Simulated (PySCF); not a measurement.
**PBE0/cc-pVTZ run of SiO2 (silicon dioxide molecule)**

Aim: the energy change on altering one bond length of SiO2 (silicon dioxide molecule) at PBE0/cc-pVTZ, from 2 runs. 

The calculation is run with PySCF 2.14.0.

4 further runs of the same task are left out: 4 set aside as unsound or not needed.

### Step 1. The molecule

SiO2 has 3 atoms, charge 0, and is taken as a singlet. SMILES: `O=[Si]=O`. The coordinates come from a GFN2-xTB relaxation.

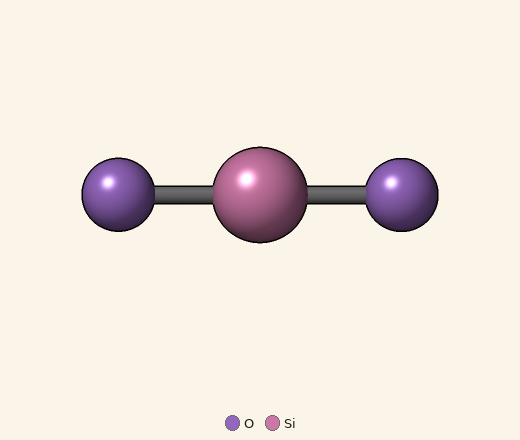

Viewed from a chosen angle; oxygen purple, silicon pink.

### Step 2. The energy at PBE0/cc-pVTZ

run.py

```python
from pyscf import gto, dft

mol = gto.M(
    atom=[
    ('O', (0.691230, 1.217290, 0.513740)),
    ('Si', (-0.000730, 0.000440, -0.000160)),
    ('O', (-0.690510, -1.217740, -0.513580)),
],
    max_memory=1860,
    charge=0,
    basis='cc-pvtz',
    verbose=3,
)

calc0 = dft.RKS(mol, xc='pbe0')
calc0.conv_tol = 1e-10
calc0.grids.level = 5
calc0.kernel()
if not calc0.converged:
    calc0 = calc0.newton().run(calc0.mo_coeff, calc0.mo_occ)

e_final = calc0.e_tot
print('Final energy', e_final)
```

Command:

```bash
OMP_NUM_THREADS=1 python run.py
```

Log:

```text
converged SCF energy = -439.728154151136
Final energy -439.7281541511362
```

Run time: 8.7 s. Hardware: 1 thread of Arm Neoverse V2, shared host; peak memory 0.45 GiB.

### Step 3. The distorted shape

input.xyz

```xyz
3

O      0.898801     1.582314     0.667897
Si    -0.000730     0.000440    -0.000160
O     -0.690510    -1.217740    -0.513580
```

input.py

```python
from pyscf import gto, dft

system = gto.M(
    atom='input.xyz',
    verbose=4,
    max_memory=1860,
    basis='cc-pvtz',
)

myscf = dft.RKS(system)
myscf.xc = 'pbe0'
myscf.conv_tol = 1e-10
myscf.grids.level = 5
myscf.kernel()
if not myscf.converged:
    myscf = myscf.newton().run(myscf.mo_coeff, myscf.mo_occ)

e_tot = myscf.e_tot
print('E(%s) = %.9f' % ('PBE0', e_tot))
```

Command:

```bash
OMP_NUM_THREADS=1 python input.py
```

Log:

```text
PySCF version 2.14.0

[INPUT] num. atoms = 3
[INPUT] num. electrons = 30
[INPUT] charge = 0
[INPUT] spin (= nelec alpha-beta = 2S) = 0
[INPUT] symmetry False subgroup None
[INPUT] Mole.unit = angstrom
[INPUT] Symbol           X                Y                Z      unit          X                Y                Z       unit  Magmom
[INPUT]  1 O      0.898801000000   1.582314000000   0.667897000000 AA    1.698487730485   2.990140103065   1.262142409419 Bohr   0.0
[INPUT]  2 Si    -0.000730000000   0.000440000000  -0.000160000000 AA   -0.001379500071   0.000831479495  -0.000302356180 Bohr   0.0
[INPUT]  3 O     -0.690510000000  -1.217740000000  -0.513580000000 AA   -1.304874786273  -2.301195090928  -0.970525543054 Bohr   0.0

nuclear repulsion = 80.1970305011531
number of shells = 27
number of NR pGTOs = 143
number of NR cGTOs = 94
basis = cc-pvtz
ecp = {}

******** <class 'pyscf.dft.rks.RKS'> ********
method = RKS
initial guess = minao
damping factor = 0
level_shift factor = 0
DIIS = <class 'pyscf.scf.diis.CDIIS'>
diis_start_cycle = 1
diis_space = 8
diis_damp = 0
SCF conv_tol = 1e-10
SCF conv_tol_grad = None
SCF max_cycles = 50
direct_scf = True
direct_scf_tol = 1e-13
XC library pyscf.dft.libxc version 7.0.0
    S. Lehtola, C. Steigemann, M. J.T. Oliveira, and M. A.L. Marques.,  SoftwareX 7, 1–5 (2018)
XC functionals = pbe0
radial grids:
    Treutler-Ahlrichs [JCP 102, 346 (1995); DOI:10.1063/1.469408] (M4) radial grids

becke partition: Becke, JCP 88, 2547 (1988); DOI:10.1063/1.454033
pruning grids: <function nwchem_prune>
grids dens level: 5
symmetrized grids: False
atomic radii adjust function: <function treutler_atomic_radii_adjust>
small_rho_cutoff = 0
Set gradient conv threshold to 1e-05
Initial guess from minao.
tot grids = 129512
init E= -439.614470336435
  HOMO = -0.389468893526337  LUMO = -0.216794226496289  gap/eV = 4.69872
cycle= 1 E= -439.245244533285  delta_E= 0.369  |g|=  1.3  |ddm|= 1.62
  HOMO = -0.148703335308574  LUMO = -0.0522161454510712  gap/eV = 2.62555
cycle= 2 E= -435.699203222969  delta_E= 3.55  |g|= 3.58  |ddm|= 2.33
  HOMO = -0.283739091682889  LUMO = -0.156877059028169  gap/eV = 3.45209
cycle= 3 E= -439.10252645483  delta_E= -3.4  |g|= 1.55  |ddm|= 2.09
  HOMO = -0.307202491712558  LUMO = -0.156123582605769  gap/eV = 4.11107
cycle= 4 E= -439.631445532409  delta_E= -0.529  |g|= 0.141  |ddm|= 0.728
  HOMO = -0.318715499601016  LUMO = -0.164622416688719  gap/eV = 4.19309
cycle= 5 E= -439.63568493863  delta_E= -0.00424  |g|= 0.065  |ddm|= 0.129
  HOMO = -0.321540192985303  LUMO = -0.16004679366263  gap/eV = 4.39446
cycle= 6 E= -439.636764525642  delta_E= -0.00108  |g|= 0.0203  |ddm|= 0.0332
  HOMO = -0.32427055780088  LUMO = -0.160917382875978  gap/eV = 4.44507
cycle= 7 E= -439.636864930285  delta_E= -0.0001  |g|= 0.00401  |ddm|= 0.0113
  HOMO = -0.323949712521545  LUMO = -0.160486319236474  gap/eV = 4.44807
cycle= 8 E= -439.636868426787  delta_E= -3.5e-06  |g|= 0.000949  |ddm|= 0.00246
  HOMO = -0.324015785899123  LUMO = -0.160508387060228  gap/eV = 4.44926
cycle= 9 E= -439.636868643188  delta_E= -2.16e-07  |g|= 0.000207  |ddm|= 0.000655
  HOMO = -0.324030079960366  LUMO = -0.160510713686616  gap/eV = 4.44959
cycle= 10 E= -439.636868653099  delta_E= -9.91e-09  |g|= 4.18e-05  |ddm|= 0.000124
  HOMO = -0.324030536828089  LUMO = -0.160510834317678  gap/eV = 4.44960
cycle= 11 E= -439.63686865346  delta_E= -3.61e-10  |g|= 9.16e-06  |ddm|= 2.22e-05
  HOMO = -0.324029410560664  LUMO = -0.160510270723128  gap/eV = 4.44958
cycle= 12 E= -439.636868653486  delta_E= -2.58e-11  |g|= 1.67e-06  |ddm|= 7.17e-06
  HOMO = -0.324030008914242  LUMO = -0.160510416543609  gap/eV = 4.44959
Extra cycle  E= -439.636868653479  delta_E= 6.82e-12  |g|= 5.32e-06  |ddm|= 3.39e-06
converged SCF energy = -439.636868653479
E(PBE0) = -439.636868653
```

Wall time 9.9 s (1 thread of Arm Neoverse V2, shared host); peak memory 0.45 GiB.

### Step 4. Results

Level: PBE0/cc-pVTZ.

| quantity | value |
| --- | --- |
| first shape: total energy | -439.72815 Eh |
| first shape: dipole moment | 0.01 D |
| first shape: HOMO energy | -9.89 eV |
| first shape: LUMO energy | -3.22 eV |
| first shape: HOMO–LUMO gap | 6.67 eV |
| distorted shape: total energy | -439.63687 Eh |
| distorted shape: dipole moment | 0.93 D |
| distorted shape: HOMO energy | -8.82 eV |
| distorted shape: LUMO energy | -4.37 eV |
| distorted shape: HOMO–LUMO gap | 4.45 eV |
| energy change with the O1–Si2 bond stretched from 1.491 to 1.938 Å | 2.484 eV |

With the O1–Si2 bond stretched from 1.491 to 1.938 Å the energy rises by 2.48 eV (240 kJ/mol). The first shape isn't relaxed at this level, so the change isn't measured from a minimum. Mulliken charges (first shape) run from -0.36 on O1 to +0.73 on Si2; they depend strongly on the basis.
